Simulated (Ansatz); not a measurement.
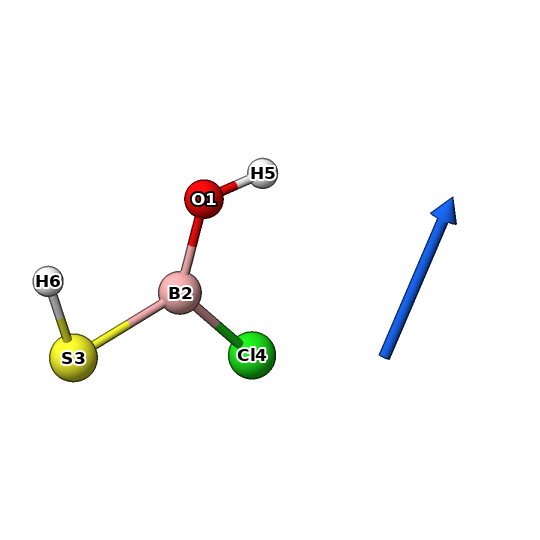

The arrow beside the molecule shows the direction of the dipole moment, from the negative to the positive end (its length means nothing). The computed structure is the end point of a PBE-D4/def2-SVP optimisation. No frequency run is at hand to confirm it as a minimum. Level of theory: RKS PBE-D4/def2-SVP (Ansatz 0.2.0).

Question: How large is the dipole moment?

Answer: 1.84 D; it points from the side of S3 to the side of H5 (the outermost atoms at the two ends).
